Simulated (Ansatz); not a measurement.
# B2H (quartet): correlated methods under varied settings at angle B2–B1–H3 = 180.0°

Aim: run B2H (quartet) at one geometry under a spread of methods and options, and see what each costs and gives.

Program: Ansatz 0.2.0, Gaussian basis. Level of theory: the settings change from run to run. These are calculated values, not measurements.

9 further runs of the same task are left out: 1 for a mislabelled method, 6 that didn't finish, 2 set aside as unsound or not needed.

## (1) What is computed

The geometry derives from a PBE0/def2-TZVP stationary point (not a proven minimum). One angle is set to the value named; bond lengths are kept.

3 atoms, charge 0, spin multiplicity 4.

Atoms are counted from 1 here; the program's logs count them from 0.

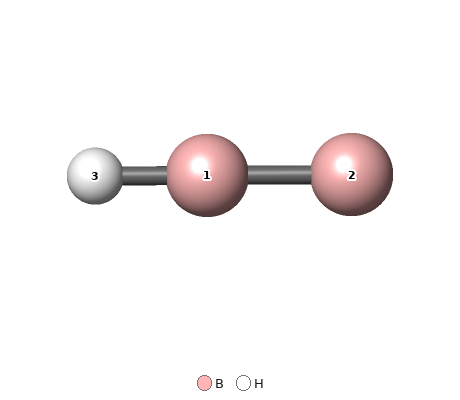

The geometry (boron pink, hydrogen white); atoms are numbered from 1 in the order of the file.

## (2) BCCD(T) on UHF/6-31G

in.yaml

```yaml
crystal:
  periodic: [false, false, false]
  atoms:
    - {symbol: B, position_ang: [0.000000, 0.000000, 0.114060]}
    - {symbol: B, position_ang: [0.000000, 0.000000, -1.406367]}
    - {symbol: H, position_ang: [0.000000, 0.000000, 1.292307]}
basis:
  gaussian: {orbitals: 6-31G}
magnetization: {spin_polarized: true, initial_magnetization: 3}
correlation: {method: bccd_t, electrons: outside_noble_gas, diis_vectors: 1}
```

The run is started by

```sh
ansatz run in.yaml --threads 1 --pin off --events-out ev --progress --plain --max-ram 2393MiB
```

The log of the run (excerpt; [...] marks lines left out):

```text
Functional definition: HF
  name "HF"
  cite "Fock, Z. Phys. 61, 126 (1930) doi:10.1007/BF01340294"
  parent pbe
[...]
284 factors; integrals over basis functions are off by at most 2.3e-4 eV
[...]
mean field -1354.55601219 eV, -49.7790152971 hartree, gradient 2.0e-6 eV, S^2 3.755455; 0 other end points of the search recorded, 0 dependent functions left out
2 core orbitals not correlated: weight in the atoms' cores, before any rotation towards them, 1.000 or more for the frozen orbitals, at most 0.000 for the correlated occupied ones
reference -1354.55601219 eV, -49.7790152971 hartree; 5, 2 occupied and 13, 16 virtual orbitals, 284 factors
second order -1.73331810 eV of doubles, -0.00000000 eV of singles
cycle   1  -2.09791790 eV  change   -3.6e-1 eV  update   5.3e-2
[...]
cycle  15  -2.27953483 eV  change   -3.1e-6 eV  update   2.9e-6
perturbative correction -0.05509141 eV, -0.0020245721 hartree
Total energy: -1356.89063844 eV, -49.8648112291 hartree
```

Wall time 0.33 s (1 thread of Arm Neoverse V1, shared host).

From the report: ⟨S²⟩ of the determinant 3.755 (pure quartet: 3.75); correlation -2.3346 eV; largest double amplitude 0.10.

## (3) CCSD on UHF/6-31G

Edit in.yaml of step 2 so:

```diff
@@ -7,4 +7,5 @@
 basis:
-  gaussian: {orbitals: 6-31G}
+  gaussian: {orbitals: 6-31G, fitting: {mean_field: def2-universal-jkfit}}
 magnetization: {spin_polarized: true, initial_magnetization: 3}
-correlation: {method: bccd_t, electrons: outside_noble_gas, diis_vectors: 1}
+correlation: {method: ccsd, electrons: valence}
+output: {forces: true}
```

Same command.

The log of the run (excerpt; [...] marks lines left out):

```text
Functional definition: HF
  name "HF"
  cite "Fock, Z. Phys. 61, 126 (1930) doi:10.1007/BF01340294"
  parent pbe
[...]
168 factors; integrals over basis functions are off by at most 3.4e-2 eV
[...]
mean field -1354.55545051 eV, -49.7789946555 hartree, gradient 1.3e-6 eV, S^2 3.755455; 0 other end points of the search recorded, 0 dependent functions left out
2 core orbitals not correlated: weight in the atoms' cores, before any rotation towards them, 1.000 or more for the frozen orbitals, at most 0.000 for the correlated occupied ones
reference -1354.55545051 eV, -49.7789946555 hartree; 5, 2 occupied and 13, 16 virtual orbitals, 168 factors
second order -1.73304593 eV of doubles, -0.00000000 eV of singles
cycle   1  -2.09068150 eV  change   -3.6e-1 eV  update   5.3e-2
[...]
cycle  12  -2.28274185 eV  change    3.8e-7 eV  update   4.2e-7
[...]
Total energy: -1356.83819236 eV, -49.8628838713 hartree
Atom 0 at     0.000000     0.000000     0.114060 Å, force    -0.000000    -0.000000     0.680785 eV/Å
Atom 1 at     0.000000     0.000000    -1.406367 Å, force     0.000000     0.000000    -0.985718 eV/Å
Atom 2 at     0.000000     0.000000     1.292307 Å, force    -0.000000    -0.000000     0.304932 eV/Å
Dipole moment:     0.000000     0.000000     0.107587 e Å
```

Wall time 0.27 s (1 thread of Arm Neoverse V1, shared host).

From the report: ⟨S²⟩ of the determinant 3.755 (pure quartet: 3.75); correlation -2.2827 eV; T1 0.017; largest double amplitude 0.10.

## (4) BCCD(T)/6-31G

in.yaml

```yaml
crystal:
  periodic: [false, false, false]
  atoms:
    - {symbol: B, position_ang: [0.000000, 0.000000, 0.114060]}
    - {symbol: B, position_ang: [0.000000, 0.000000, -1.406367]}
    - {symbol: H, position_ang: [0.000000, 0.000000, 1.292307]}
basis:
  gaussian: {orbitals: 6-31G}
magnetization: {spin_polarized: false, initial_magnetization: 3}
hamiltonian: {xc: {name: PBE0}}
correlation: {method: bccd_t, electrons: outside_noble_gas}
```

Launched as before.

The log of the run (excerpt; [...] marks lines left out):

```text
Functional definition: PBE0
  name "PBE0"
  cite "Adamo & Barone, J. Chem. Phys. 110, 6158 (1999) doi:10.1063/1.478522"
  cite "Perdew, Burke & Ernzerhof, Phys. Rev. Lett. 77, 3865 (1996) doi:10.1103/PhysRevLett.77.3865"
  parent pbe
[...]
284 factors; integrals over basis functions are off by at most 2.3e-4 eV
[...]
mean field -1360.83394533 eV, -50.0097250843 hartree, gradient 1.0e-6 eV, S^2 3.750000; 0 other end points of the search recorded, 0 dependent functions left out
2 core orbitals not correlated: weight in the atoms' cores, before any rotation towards them, 1.000 or more for the frozen orbitals, at most 0.000 for the correlated occupied ones
reference -1354.38391295 eV, -49.7726907665 hartree; 5, 2 occupied and 13, 16 virtual orbitals, 284 factors
second order -1.83639346 eV of doubles, -0.09139193 eV of singles
cycle   1  -2.26925207 eV  change   -3.4e-1 eV  update   4.9e-2
[...]
cycle  10  -2.42554077 eV  change   -1.3e-6 eV  update   3.0e-6
perturbative correction -0.05516691 eV, -0.0020273467 hartree
Total energy: -1356.86462063 eV, -49.8638550923 hartree
```

Wall time 0.66 s (1 thread of Arm Neoverse V1, shared host).

From the report: correlation -2.4807 eV; largest double amplitude 0.10.

## (5) CCSD/def2-SVPD

Edit in.yaml of step 4 so:

```diff
@@ -7,5 +7,6 @@
 basis:
-  gaussian: {orbitals: 6-31G}
+  gaussian: {orbitals: def2-SVPD}
 magnetization: {spin_polarized: false, initial_magnetization: 3}
-hamiltonian: {xc: {name: PBE0}}
-correlation: {method: bccd_t, electrons: outside_noble_gas}
+hamiltonian: {xc: {name: B3LYP}}
+correlation: {method: ccsd, electrons: outside_noble_gas}
+output: {forces: true}
```

Launched as before.

The log of the run (excerpt; [...] marks lines left out):

```text
Functional definition: B3LYP
  name "B3LYP"
  cite "Stephens, Devlin, Chabalowski & Frisch, J. Phys. Chem. 98, 11623 (1994) doi:10.1021/j100096a001"
  cite "Becke, Phys. Rev. A 38, 3098 (1988) doi:10.1103/PhysRevA.38.3098"
  cite "Lee, Yang & Parr, Phys. Rev. B 37, 785 (1988) doi:10.1103/PhysRevB.37.785"
  cite "Vosko, Wilk & Nusair, Can. J. Phys. 58, 1200 (1980) doi:10.1139/p80-159"
[...]
479 factors; integrals over basis functions are off by at most 1.3e-3 eV
[...]
mean field -1362.13643455 eV, -50.0575906804 hartree, gradient 3.2e-6 eV, S^2 3.750000; 0 other end points of the search recorded, 0 dependent functions left out
2 core orbitals not correlated: weight in the atoms' cores, before any rotation towards them, 1.000 or more for the frozen orbitals, at most 0.000 for the correlated occupied ones
reference -1353.61347604 eV, -49.7443777324 hartree; 5, 2 occupied and 41, 44 virtual orbitals, 479 factors
second order -3.04127420 eV of doubles, -0.13754529 eV of singles
cycle   1  -3.60134702 eV  change   -4.2e-1 eV  update   4.8e-2
[...]
cycle  11  -3.74836325 eV  change    1.2e-7 eV  update   1.2e-6
[...]
Total energy: -1357.36183929 eV, -49.8821275409 hartree
Atom 0 at     0.000000     0.000000     0.114060 Å, force     0.000000    -0.000000     0.452445 eV/Å
Atom 1 at     0.000000     0.000000    -1.406367 Å, force     0.000000     0.000000    -0.729726 eV/Å
Atom 2 at     0.000000     0.000000     1.292307 Å, force    -0.000000    -0.000000     0.277281 eV/Å
Dipole moment:    -0.000000    -0.000000     0.133943 e Å
```

Run time: 3.4 s. Hardware: 1 thread of Arm Neoverse V1, shared host.

From the report: correlation -3.7484 eV; T1 0.017; largest double amplitude 0.06. The orbitals are Kohn-Sham ones, so correlation energy and T1 don't compare with those on Hartree-Fock orbitals.

## (6) NEVPT2(3,10)/6-31G

in.yaml

```yaml
crystal:
  periodic: [false, false, false]
  atoms:
    - {symbol: B, position_ang: [0.000000, 0.000000, 0.114060]}
    - {symbol: B, position_ang: [0.000000, 0.000000, -1.406367]}
    - {symbol: H, position_ang: [0.000000, 0.000000, 1.292307]}
basis:
  gaussian: {orbitals: 6-31G}
magnetization: {spin_polarized: false, initial_magnetization: 3}
correlation: {method: sc_nevpt2, electrons: outside_noble_gas, active_space: {window: {electrons: 3, orbitals: 10}}}
scf: {lower_state_search: full}
output: {forces: true}
```

Launched as before.

The log of the run (excerpt; [...] marks lines left out):

```text
Functional definition: HF
  name "HF"
  cite "Fock, Z. Phys. 61, 126 (1930) doi:10.1007/BF01340294"
  parent pbe
[...]
284 factors; integrals over basis functions are off by at most 2.3e-4 eV
[...]
mean field -1354.51606516 eV, -49.7775472708 hartree, gradient 1.6e-6 eV, S^2 3.750000; 5 other end points of the search recorded, 0 dependent functions left out
reference -1354.51606516 eV, -49.7775472708 hartree; 7, 4 occupied and 13, 16 virtual orbitals, 284 factors
state -1355.00087104 eV, -49.7953635582 hartree
state -1355.00087104 eV, -49.7953635582 hartree; corrected -1356.38406339 eV, -49.8461949394 hartree
WARN: 1 active orbitals are nearly empty or full. The corrections depend on them more than the energy does, and are more stable in an active space without them
[...]
Total energy: -1356.38406339 eV, -49.8461949394 hartree
Atom 0 at     0.000000     0.000000     0.114060 Å, force     0.000000    -0.000000     0.627931 eV/Å
Atom 1 at     0.000000     0.000000    -1.406367 Å, force    -0.000000     0.000000    -0.665932 eV/Å
Atom 2 at     0.000000     0.000000     1.292307 Å, force    -0.000000     0.000000     0.038002 eV/Å
Dipole moment:    -0.000000     0.000000     0.119012 e Å
```

Run time: 2.2 s. Hardware: 1 thread of Arm Neoverse V1, shared host.

From the report: 64 determinants; active occupations 1.00, 0.98, 0.98, 0.02, 0.02, 0.00, 0.00, 0.00, 0.00, 0.00. The report marks this result as in doubt.

## (7) BCCD on ROHF/def2-mTZVP

in.yaml

```yaml
crystal:
  periodic: [false, false, false]
  atoms:
    - {symbol: B, position_ang: [0.000000, 0.000000, 0.114060]}
    - {symbol: B, position_ang: [0.000000, 0.000000, -1.406367]}
    - {symbol: H, position_ang: [0.000000, 0.000000, 1.292307]}
basis:
  gaussian: {orbitals: def2-mTZVP}
magnetization: {spin_polarized: false, initial_magnetization: 3}
correlation: {method: bccd, electrons: all}
```

Launched as before.

The log of the run (excerpt; [...] marks lines left out):

```text
Functional definition: HF
  name "HF"
  cite "Fock, Z. Phys. 61, 126 (1930) doi:10.1007/BF01340294"
  parent pbe
[...]
387 factors; integrals over basis functions are off by at most 9.6e-4 eV
[...]
mean field -1355.20893683 eV, -49.8030098349 hartree, gradient 2.8e-6 eV, S^2 3.750000; 0 other end points of the search recorded, 0 dependent functions left out
reference -1355.20893683 eV, -49.8030098349 hartree; 7, 4 occupied and 34, 37 virtual orbitals, 387 factors
second order -3.51779582 eV of doubles, -0.02301070 eV of singles
cycle   1  -4.02543517 eV  change   -4.8e-1 eV  update   5.6e-2
[...]
cycle   9  -4.20911716 eV  change    1.1e-5 eV  update   1.2e-5
Total energy: -1359.41805399 eV, -49.9576920375 hartree
```

Wall time 0.78 s (1 thread of Arm Neoverse V1, shared host).

From the report: correlation -4.2091 eV; largest double amplitude 0.07.

## (8) All runs side by side

Where basis and cores are those of an earlier FCI/6-31G run (-1356.9141 eV), and the state is the same kind, the miss against it is given. † marks a result that the program doubts.

```csv
level,correlated,functions,energy (eV),from FCI (meV),time
BCCD(T) on UHF/6-31G,outside noble gas,20,-1356.8906,23.5,0.33 s
CCSD on UHF/6-31G,valence,20,-1356.8382,75.9,0.27 s
BCCD(T)/6-31G (on PBE0 orbitals),outside noble gas,20,-1356.8646,49.5,0.66 s
CCSD/def2-SVPD (on B3LYP orbitals),outside noble gas,48,-1357.3618,,3.4 s
"NEVPT2(3,10)/6-31G †",outside noble gas,20,-1356.3841,530.1,2.2 s
BCCD on ROHF/def2-mTZVP,all,41,-1359.4181,,0.78 s
```

## (9) Summary of results

| quantity | value |
| --- | --- |
| runs | 6 |
| quickest | CCSD on UHF/6-31G, 0.27 s |
| slowest | CCSD/def2-SVPD (on B3LYP orbitals), 3.4 s |

Total energies in different bases, with other cores or another treatment of relativity can't be set against each other. CCSD/def2-SVPD (on B3LYP orbitals) took 13 times as long as CCSD on UHF/6-31G; the jobs differ in more than the method. Among the correlated runs with a miss given, it spans +23 to +530 meV. Cores frozen from Kohn-Sham orbitals shift the total energy.
